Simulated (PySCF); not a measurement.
**CaSe₂: relaxation and vibrations of the singlet**

The task is one start of a wider search on CaSe₂: the singlet, from a end-on start. It is relaxed, tested by its Hessian and followed downhill if it is a saddle.

Method: B3LYP, basis Ca def2-SVP, Se def2-SVP, no relativity, density fitting; program: PySCF 2.14.0.

**1. Where the work starts**

3 atoms, charge 0, spin multiplicity 1.

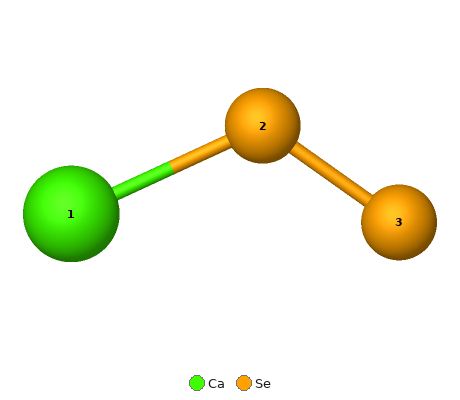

The starting geometry (calcium green, selenium orange); atoms are numbered from 1 in the order of the file.

```xyz
3
charge 0 multiplicity 1
Ca    0.0000    0.0000    0.0000
Se    0.0000    0.0000    2.9561
Se    2.0358    0.0000    4.1261
```

**2. Finding the electronic state**

The steps below are one call of a driver around PySCF. For each, scf.py gives the equivalent set-up of the SCF; relaxations use the driver's own optimiser. After this first run the driver tries any further starts and a stability analysis.

scf.py

```python
from pyscf import gto, scf, dft
mol = gto.M(atom='''
Ca     0.000000     0.000000     0.000000
Se     0.000000     0.000000     2.956100
Se     2.035800     0.000000     4.126100''',
    basis={'Ca': 'def2-SVP', 'Se': 'def2-SVP'},
    charge=0, spin=0)
mf = dft.RKS(mol, xc='B3LYP')
mf.grids.atom_grid = (50, 194)
aux = {'Ca': 'def2-universal-JKFIT', 'Se': 'def2-universal-JKFIT'}
mf = mf.density_fit(auxbasis=aux)
mf.conv_tol = 1e-08
mf.diis_space = 10
mf.max_cycle = 60
mf.init_guess = 'minao'
mf.verbose = 4
mf.kernel()
```

Started as:

```bash
> OMP_NUM_THREADS=2 python axn.py task.json out
```

Output, shortened:

```text
[... the frontier levels of the middle cycles are left out ...]
init E= -5478.36452365122
  HOMO = -0.231993885653416  LUMO = -0.1461572335256  gap/eV = 2.33573
cycle= 1 E= -5479.91373499103  delta_E= -1.55  |g|= 0.444  |ddm|= 2.94
cycle= 2 E= -5463.43819208713  delta_E= 16.5  |g|= 4.23  |ddm|= 6.05
cycle= 3 E= -5475.5538692624  delta_E= -12.1  |g|= 2.96  |ddm|= 3.54
cycle= 4 E= -5476.86808597972  delta_E= -1.31  |g|= 2.27  |ddm|= 0.732
cycle= 5 E= -5479.19709871159  delta_E= -2.33  |g|= 1.28  |ddm|= 2.44
cycle= 6 E= -5479.82025619045  delta_E= -0.623  |g|= 0.607  |ddm|= 1.19
cycle= 7 E= -5480.06242394831  delta_E= -0.242  |g|= 0.225  |ddm|= 2.91
cycle= 8 E= -5480.10284017219  delta_E= -0.0404  |g|= 0.0717  |ddm|= 0.743
cycle= 9 E= -5480.10492264169  delta_E= -0.00208  |g|= 0.0786  |ddm|= 0.405
cycle= 10 E= -5480.10410002594  delta_E= 0.000823  |g|= 0.0714  |ddm|= 0.201
cycle= 11 E= -5480.10723345004  delta_E= -0.00313  |g|= 0.0116  |ddm|= 0.181
cycle= 12 E= -5480.10729366874  delta_E= -6.02e-05  |g|= 0.00639  |ddm|= 0.023
cycle= 13 E= -5480.10730723437  delta_E= -1.36e-05  |g|= 0.00353  |ddm|= 0.00629
cycle= 14 E= -5480.1073144161  delta_E= -7.18e-06  |g|= 0.00122  |ddm|= 0.00661
cycle= 15 E= -5480.10731541164  delta_E= -9.96e-07  |g|= 0.000109  |ddm|= 0.00347
cycle= 16 E= -5480.10731541801  delta_E= -6.37e-09  |g|= 1.09e-05  |ddm|= 0.000266
  HOMO = -0.157042367990235  LUMO = -0.130037998802633  gap/eV = 0.73483
Extra cycle  E= -5480.10731541694  delta_E= 1.07e-09  |g|= 4.25e-05  |ddm|= 0.000159
converged SCF energy = -5480.10731541694
```

This step, with its further starts and checks, ran for 13 s (2 threads of Arm Neoverse V2, shared host).

Energies from each starting density:

| start | energy (Eh) |
| --- | --- |
| the minimal-basis guess | -5480.107315 |
| a thermally smeared density | -5480.107315 |
| a smeared PBE density | -5480.107315 |

The test of internal stability and the other starts found no lower closed-shell solution.

**3. End-on start, singlet: relaxation**

The program finds Cs symmetry in the start, which this walk keeps.

scf.py, as its differences from that of step 2:

```diff
@@ -3,3 +3,3 @@
-Ca     0.000000     0.000000     0.000000
-Se     0.000000     0.000000     2.956100
-Se     2.035800     0.000000     4.126100''',
+Ca    -0.814302     0.000000    -2.832819
+Se    -0.814302     0.000000     0.123281
+Se     1.221498     0.000000     1.293281''',
@@ -15 +14,0 @@
-mf.init_guess = 'minao'
```

Steps of the walk:

| step | energy (Eh) | change (kJ/mol) | largest symmetric gradient (Eh/bohr) |
| --- | --- | --- | --- |
| 0 | -5480.107315 | 0.00 | 0.02009 |
| 1 | -5480.110784 | -9.11 | 0.01734 |
| 2 | -5480.116018 | -22.85 | 0.01651 |
| 3 | -5480.117811 | -27.56 | 0.01095 |
| 4 | -5480.130609 | -61.16 | 0.02734 |
| 5 | -5480.157306 | -131.25 | 0.03161 |
| 6 | -5480.174430 | -176.21 | 0.02713 |
| 7 | -5480.174426 | -176.20 | 0.03943 |
| 8 | -5480.177698 | -184.79 | 0.02946 |
| 9 | -5480.182932 | -198.53 | 0.01367 |
| 10 | -5480.184282 | -202.08 | 0.00479 |
| 11 | -5480.184402 | -202.39 | 0.00071 |
| 12 | -5480.184407 | -202.40 | 0.00012 |
| 13 | -5480.184407 | -202.40 | 0.00002 |

The walk took 32 s.

Geometry (Å) and forces (eV/Å) at some steps:

```
step 0
Ca  -0.814   0.000  -2.833   0.123   0.000   1.034
Se  -0.814   0.000   0.123   0.433   0.000  -0.525
Se   1.222   0.000   1.293  -0.556   0.000  -0.509
step 1
Ca  -0.790   0.000  -2.772   0.108   0.000   0.893
Se  -0.816   0.000   0.111   0.017   0.000  -0.647
Se   1.199   0.000   1.245  -0.125   0.000  -0.246
step 7
Ca  -0.170   0.000  -1.920   1.347   0.000  -1.700
Se  -1.431   0.000   0.141  -0.323   0.000   2.028
Se   1.194   0.000   0.363  -1.024   0.000  -0.328
step 13
Ca  -0.087   0.000  -1.996   0.009   0.000  -0.001
Se  -1.405   0.000   0.251  -0.005   0.000  -0.007
Se   1.085   0.000   0.329  -0.004   0.000   0.007
```

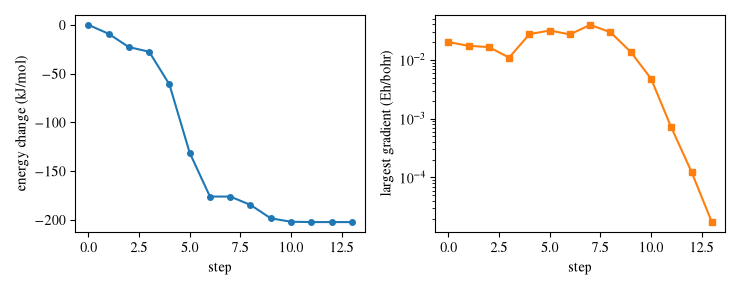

How energy and gradient fall.

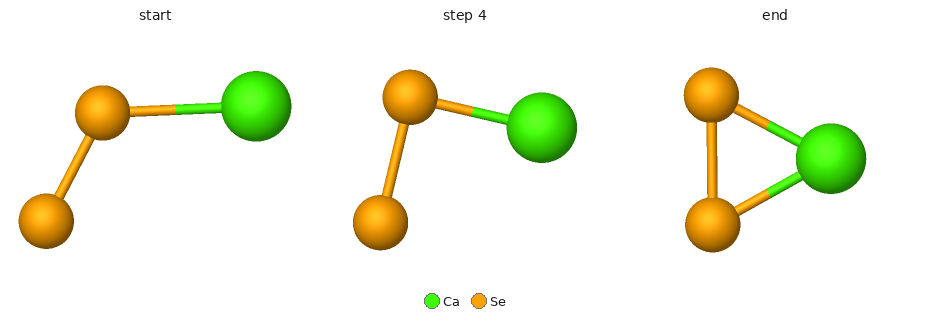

The geometry along the walk, at one scale.

End point (C2v, 13 steps, 202.4 kJ/mol gained): Ca–Se 2.605 Å (×2), Se–Se 2.492 Å; Ca–Se–Se 61.4° (×2), Se–Ca–Se 57.2°.

**4. Is it a minimum? Harmonic modes**

The point is checked on the finer grid, and tightened if its gradient asks for it. The Hessian and the dipole derivatives come from central differences of analytic gradients, with steps of 0.02 bohr.

scf.py, as its differences from that of step 3:

```diff
@@ -3,3 +3,3 @@
-Ca    -0.814302     0.000000    -2.832819
-Se    -0.814302     0.000000     0.123281
-Se     1.221498     0.000000     1.293281''',
+Ca     0.057968     0.000000    -1.828180
+Se    -1.261354     0.000000     0.417326
+Se     1.232382     0.000000     0.496398''',
@@ -9 +9 @@
-mf.grids.atom_grid = (50, 194)
+mf.grids.atom_grid = (75, 302)
@@ -12 +12 @@
-mf.conv_tol = 1e-08
+mf.conv_tol = 1e-10
```

This SCF starts from the last density.

Log of the central SCF (cycles and frontier levels):

```text
init E= -5480.18456564241
  HOMO = -0.159000174853192  LUMO = -0.0950349896213218  gap/eV = 1.74058
cycle= 1 E= -5480.18456564239  delta_E= 2.64e-11  |g|= 1.11e-05  |ddm|= 2.64e-05
  HOMO = -0.159000718345084  LUMO = -0.0950340997318264  gap/eV = 1.74062
cycle= 2 E= -5480.18456564223  delta_E= 1.55e-10  |g|= 2.3e-05  |ddm|= 5.33e-05
  HOMO = -0.159000249900179  LUMO = -0.0950346258484047  gap/eV = 1.74059
cycle= 3 E= -5480.18456564244  delta_E= -2.1e-10  |g|= 9.83e-07  |ddm|= 3.59e-05
  HOMO = -0.159000279417332  LUMO = -0.095034684005467  gap/eV = 1.74059
cycle= 4 E= -5480.18456564244  delta_E= 4.55e-12  |g|= 2.22e-07  |ddm|= 1.67e-06
  HOMO = -0.159000322721899  LUMO = -0.0950346509983278  gap/eV = 1.74059
Extra cycle  E= -5480.18456564243  delta_E= 2.73e-12  |g|= 4.32e-07  |ddm|= 1.17e-06
converged SCF energy = -5480.18456564243
```

The whole step took 27 s.

Geometry: C2v; Ca–Se 2.604 Å (×2), Se–Se 2.495 Å; Ca–Se–Se 61.4° (×2), Se–Ca–Se 57.2°.

Modes, for the most abundant isotopes:

| symmetry | ω (cm⁻¹) | IR (km/mol) |
| --- | --- | --- |
| a1 | 221 | 3.4 |
| b2 | 232 | 17.4 |
| a1 | 348 | 31.1 |

No imaginary mode, so this is a minimum.

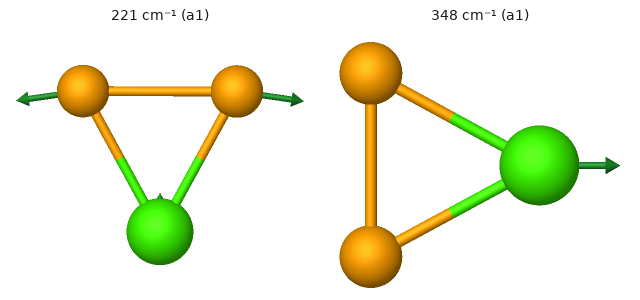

Displacements of 2 of the modes, as arrows (one member where a mode is degenerate).

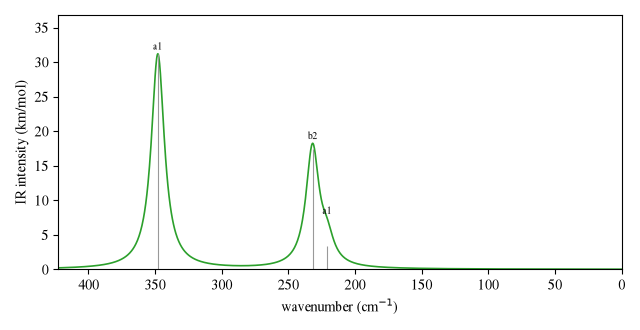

The harmonic infrared spectrum (widths in cm⁻¹). Lines are broadened to a width of 12 cm⁻¹ (Lorentzian).

Properties at this point:

| Property | Result |
| --- | --- |
| Dipole moment | 10.35 D |
| Highest occupied level | -4.33 eV |
| Lowest empty level | -2.59 eV |
| Rotational constants | 0.1009, 0.06777, 0.04054 cm⁻¹ |
| Zero-point energy | 4.8 kJ/mol |
| Principal polarisabilities | 49.2, 84.8, 96.1 bohr³ |
| Atomisation energy without zero-point energy | 616 kJ/mol |
| Principal traceless quadrupole moments about the centre of mass | -14.94, -9.86, 24.80 D Å |
| Entropy at 298.15 K and 1 bar | 307.9 J/(mol K) |
| Heat capacity Cp at 298.15 K | 54.9 J/(mol K) |
| Enthalpy at 298.15 K above 0 K | 13.60 kJ/mol |
| Rotational symmetry number | 2 |

Charges (e) and bond orders:

| atom | Mulliken | Löwdin | polar tensor | Mayer order to Ca1 |
| --- | --- | --- | --- | --- |
| Ca1 | 0.69 | 0.20 | 0.99 | – |
| Se2,3 | -0.34 | -0.10 | -0.49 | 1.12 |

Mulliken populations on Ca1: s 6.33, p 12.21, d 0.77.

**5. Would spin polarisation lower it?**

At the lowest minimum the closed shell is tested against spin polarisation, on the (50, 194) grid. It is stable.

**6. Summary of results**

| quantity | value |
| --- | --- |
| minimum | singlet, C2v |
| geometry | Ca–Se 2.604 Å (×2), Se–Se 2.495 Å; Ca–Se–Se 61.4° (×2), Se–Ca–Se 57.2° |
| wavenumbers (cm⁻¹) | 221 (a1), 232 (b2), 348 (a1) |
| dipole moment | 10.35 D |
| highest occupied, lowest empty level | -4.33, -2.59 eV |
| polar-tensor charge of Ca1 | +0.99 e |
| zero-point energy | 4.8 kJ/mol |
| entropy at 298.15 K | 307.9 J/(mol K) |
| atomisation energy (no zero-point energy) | 616 kJ/mol |

What this shows: From Cs at the start the molecule goes to a C2v minimum. The strongest infrared band lies at 348 cm⁻¹ (a1). With 10.3 D the molecule is strongly polar. Other starts or spin states, not run here, may lie lower.

The search up to here ran for 74 s (2 threads of Arm Neoverse V2, shared host).
